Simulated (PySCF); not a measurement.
SMILES CO[Si](C)(OC)[Si](O)(O)O at its GFN2-xTB optimised geometry (Å):

```
22

Si    -1.5296    -1.4753     1.7372
O     -2.8636    -0.6383     2.1530
O     -0.5080    -1.7155     3.0062
O     -2.0434    -2.9928     1.4051
Si    -0.6182    -0.3126     0.0000
C     -1.0056     1.5489     0.0000
O     -1.0337    -1.0278    -1.4160
C     -2.3200    -1.3290    -1.8756
O      1.0122    -0.3126     0.0000
C      1.8702    -1.4132    -0.0819
H     -3.5076    -1.0216     2.7452
H     -0.0819    -0.9695     3.4158
H     -1.4234    -3.7146     1.4442
H     -0.6781     2.0123    -0.9258
H     -2.0734     1.7160     0.0988
H     -0.5166     2.0670     0.8174
H     -2.8943    -1.8526    -1.1078
H     -2.8510    -0.4147    -2.1495
H     -2.2214    -1.9658    -2.7559
H      1.6740    -1.9877    -0.9887
H      2.8943    -1.0383    -0.1055
H      1.7447    -2.0670     0.7859
```

Computed with PBE0/def2-SVP (PySCF 2.14.0).

Map of the electrostatic potential (hartree/e), clipped to [-0.08, 0.12] on the plane z = 1.0 Å:

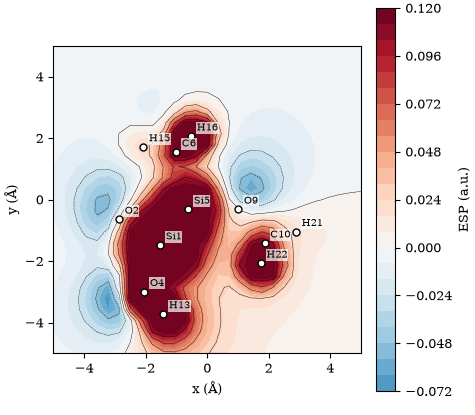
*Electrostatic potential (hartree/e), clipped to [-0.08, 0.12] on the plane z = 1.0 Å.*
